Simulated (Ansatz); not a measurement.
Cell of tetragonal MoSi2 (0 0 1) on zinc-blende CdTe (0 0 1) (film strained to the substrate, started from cuts of the bulks and a machine-learned relaxation; slabs Cd4Te4 and Mo8Si16, which can lie off the formulas), relaxed at this level with a, b, gamma of the cell held:

```xyz
32
Lattice="4.6808 -0.0006 0.0507 -0.0007 4.6796 0.1183 1.8893 1.5477 30.7080" Properties=species:S:1:pos:R:3 pbc="T T T"
Cd     4.9173     4.8745     6.2255
Cd     2.9008     2.6272     2.7959
Cd     4.9153     4.7019    12.8868
Cd     2.5848     2.4497     9.4506
Te     5.1141     2.5766     4.5531
Te     2.0757     5.0015     1.4528
Te     4.9051     2.4052    11.1857
Te     2.5752     4.8307     7.8894
Mo     4.8914     4.5072    20.5689
Mo     2.5476     2.1702    20.4850
Si     4.8737     2.1358    21.7911
Si     2.5357     4.4771    21.8220
Si     4.9480     4.6378    15.4504
Si     2.6054     2.2971    15.4417
Mo     4.9318     2.2657    16.6434
Mo     2.5923     4.6075    16.6711
Si     4.9192     4.5735    17.9780
Si     2.5773     2.2348    17.9076
Si     4.9031     2.2011    19.2150
Si     2.5640     4.5425    19.2472
Mo     4.8070     4.3110    28.3637
Mo     2.4476     1.9727    28.2425
Si     4.7539     1.9378    29.5611
Si     2.4790     4.2828    29.5285
Si     4.8596     4.4417    23.1986
Si     2.5165     2.1029    23.1164
Mo     4.8435     2.0701    24.4125
Mo     2.5040     4.4103    24.4505
Si     4.8303     4.3772    25.7735
Si     2.4848     2.0374    25.6895
Si     4.8022     2.0042    27.0029
Si     2.4775     4.3452    27.0436
```

Computed with PBE (plane waves to 420 eV, PAW; Ansatz, a first-principles code). No spin–orbit coupling; the runs are not spin-polarised. Its k-point mesh 7×7×1, Fermi–Dirac width 0.05 eV.

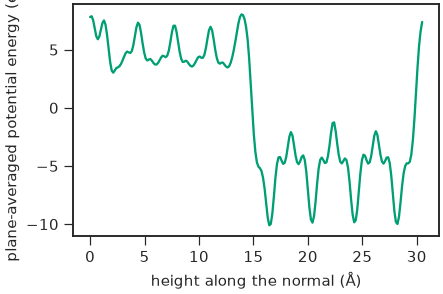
Figure: Smooth (PAW) electrostatic potential energy of an electron, averaged over planes, about its mean

The curve spans 18.1 eV over the stretch drawn.
